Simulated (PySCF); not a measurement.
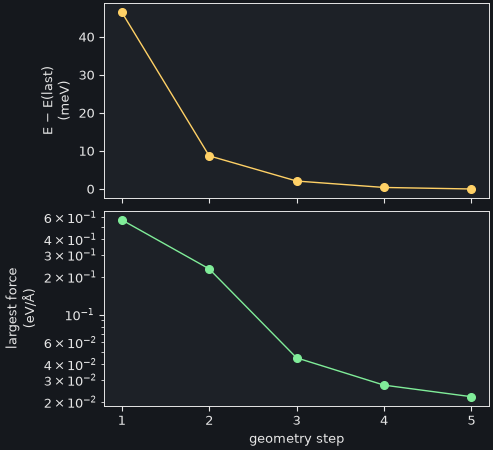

History of a geometry optimisation.

System: Cr(SH)2 (SMILES [SH][Cr][SH]), multiplicity 5.
Method: PBE0-D3(BJ)/def2-SVP, geometry optimisation in PySCF.

Question: How did it end, and what did it gain?

Answer: The optimisation met its thresholds at geometry 5, counting the start as the first. The energy fell by about 46 meV from the first step to the last. The largest force goes from about 0.57 eV/Å at the start to 0.022 eV/Å at the end.
